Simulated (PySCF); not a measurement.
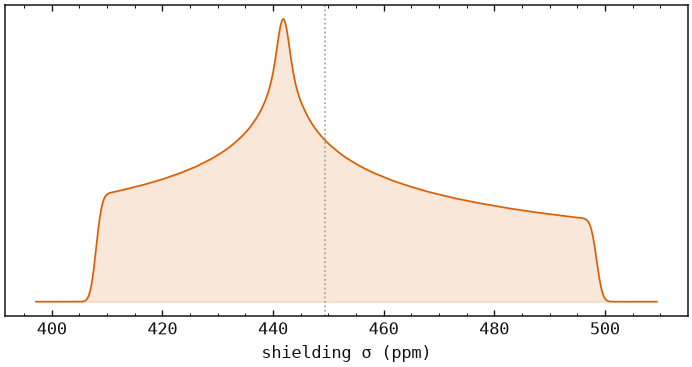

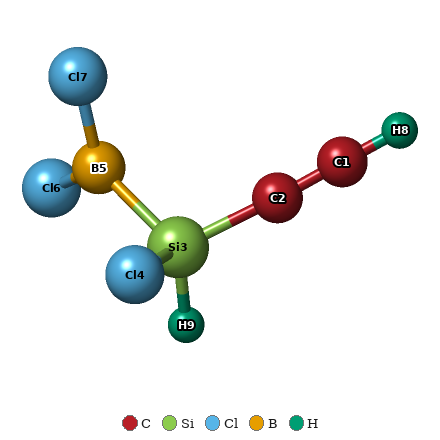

Static powder pattern (²⁹Si) from GIAO shielding tensors of C₂H₂BCl₃Si, SMILES C#C[Si@@H](Cl)B(Cl)Cl, PBE0/def2-SVP in PySCF, at a PBE0-D3(BJ)/def2-SVP geometry (no frequency check); absolute shielding, one fixed geometry of the isolated molecule without any motion, no dipolar terms. The dotted line is the isotropic value; skew is 3(σiso − σ22)/span.

Q: The pattern belongs to Si3. Give the principal values, span and skew.

A: Si3: σ11, σ22, σ33 = 408, 442, 499 ppm, isotropic 449, span 91 ppm, skew 0.25.

Known limits of this run: one conformer of a flexible molecule.
